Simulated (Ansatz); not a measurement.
# Calculations on GeH₄BrF

### Relaxation

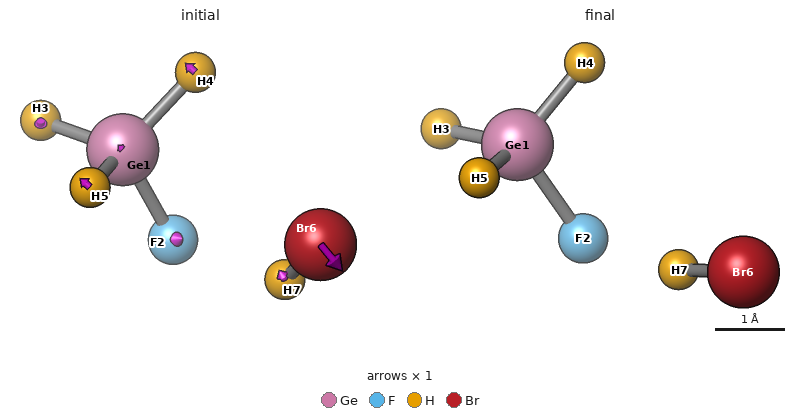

The structure of GeH4BrF before (left) and after (right) a relaxation, at one scale. The purple arrows give the displacements, at their true length.

The picture is a ball-and-stick view, seen from a free direction.

The run prepares an end point of a later path (reaction) calculation, from a guessed geometry.

The calculation used RKS PBE/def2-SVP in Ansatz 0.2.0. Set-up: no spin polarisation; force threshold 0.03 eV/Å; at most 50 steps.

Describe what moved and what it gained.

Answer. The energy falls by 0.143 eV in 7 geometry steps. The largest force component goes from 1.5 to 0.016 eV/Å. The atom that moves furthest after the best rigid fit is Br6 (0.53 Å). By element the largest moves are Br 0.53 Å, F 0.26 Å, H 0.21 Å, Ge 0.11 Å. Among the contacts that change: Ge1–F2 1.728 → 1.788 Å, Br6–H7 1.506 → 1.454 Å, Ge1–H3 1.550 → 1.546 Å.

### Relaxation

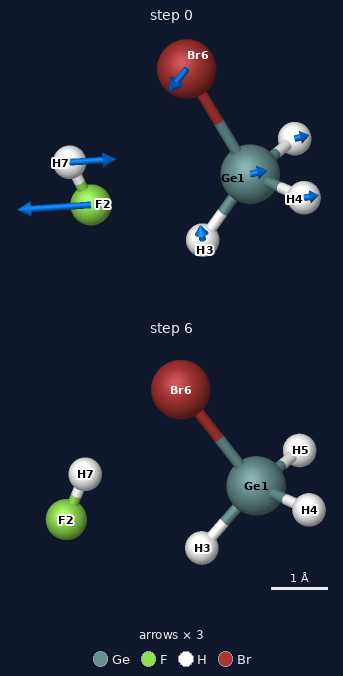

The structure of GeH4BrF before (top) and after (bottom) a relaxation, at one scale. The blue arrows give the displacements, 3 times their true length.

A ball-and-stick model, seen from a free direction.

The run prepares an end point of a later path (reaction) calculation, from a guessed geometry.

These are results of RKS PBE/def2-SVP in Ansatz, not measurements. Set-up: no spin polarisation; force threshold 0.03 eV/Å; at most 50 steps.

Summarise the run.

Answer. After 5 accepted moves (6 points after the start) the energy has fallen by 0.244 eV. The largest force component goes from 0.47 to 0.024 eV/Å. The line search rejected the trial step at point 2 of the run. F2 moves most after the best rigid fit: 0.44 Å. Largest moves by element: F 0.44 Å, H 0.28 Å, Br 0.18 Å, Ge 0.11 Å. Among the contacts that change: Ge1–Br6 2.390 → 2.359 Å, F2–H7 0.931 → 0.944 Å, Ge1–H3 1.530 → 1.538 Å. Among the angles between lasting bonds that change: H3–Ge1–Br6 117.8° → 105.8°, H4–Ge1–Br6 102.7° → 105.9°.

### Path

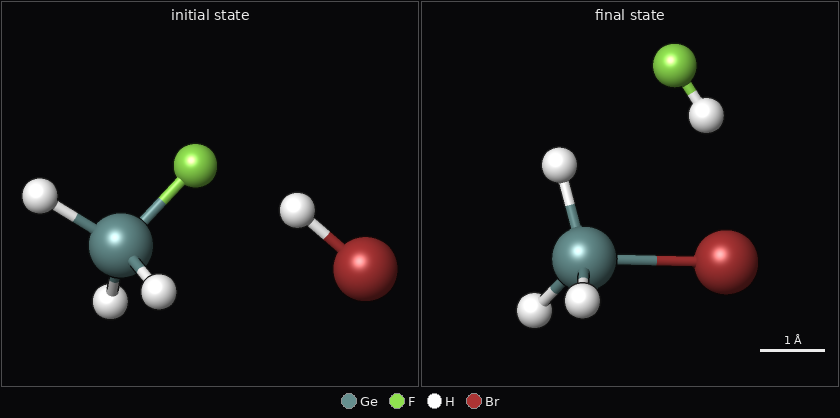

The two relaxed end points of a path for GeH4BrF. A ball-and-stick model, seen from a free direction.

Theory: Ansatz, RKS PBE/def2-SVP.

Set-up: 5 movable images; climbing image; force threshold 0.03 eV/Å; iteration limit 60.

Start:
```xyz
7

Ge    0.2735    0.0000   -0.2046
F    -0.0252    0.0000    1.5586
H     1.8143    0.0000   -0.3334
H    -0.3722    1.2941   -0.7481
H    -0.3722   -1.2941   -0.7481
Br   -3.2569    0.0000    1.8336
H    -1.8079    0.0000    1.9517
```

End:
```xyz
7

Ge   -0.4092   -0.0001   -0.5328
F     0.0508    0.0000    2.8832
H     0.7529   -0.0002    0.4747
H    -0.4701    1.2792   -1.3979
H    -0.4700   -1.2791   -1.3982
Br   -2.3811   -0.0003    0.7617
H    -0.8198    0.0005    2.5190
```

**What barrier does the band find between them, and by what path?**

The highest point, image 3, lies 72.0 kJ/mol above the start and 77.1 kJ/mol above the end; the end is at −5.2 kJ/mol relative to the start. Breaking: Br6–H7 (1.45 → 1.82 at the top → 2.35 Å), Ge1–F2 (1.79 → 2.11 at the top → 3.45 Å). Forming: F2–H7 (1.83 → 1.06 at the top → 0.94 Å), Ge1–Br6 (4.08 → 2.75 at the top → 2.36 Å). The band is converged. At the top, the vibrational analysis gives one imaginary mode (224i cm⁻¹), as a transition state must have.

Energies of the converged images:

```json
{"image": "0", "path (Å)": "0.00", "E (kJ/mol)": "0.0"}
{"image": "1", "path (Å)": "0.56", "E (kJ/mol)": "3.0"}
{"image": "2", "path (Å)": "1.12", "E (kJ/mol)": "34.2"}
{"image": "3", "path (Å)": "1.68", "E (kJ/mol)": "72.0"}
{"image": "4", "path (Å)": "2.25", "E (kJ/mol)": "47.9"}
{"image": "5", "path (Å)": "2.81", "E (kJ/mol)": "10.3"}
{"image": "6", "path (Å)": "3.38", "E (kJ/mol)": "-5.2"}
```

The geometry at the top of the path:

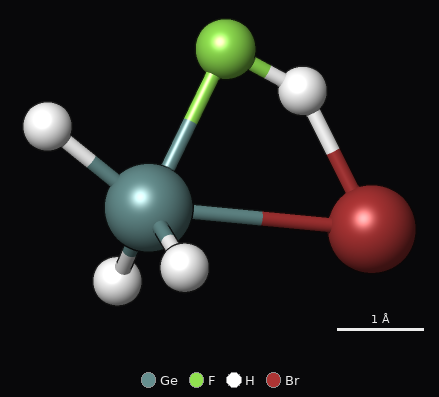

The run took 58 s on 2 threads of Intel(R) Xeon(R) Platinum 8259CL CPU @ 2.50GHz (Skylake/Cascade Lake), on a shared host, peak memory 0.17 GiB.
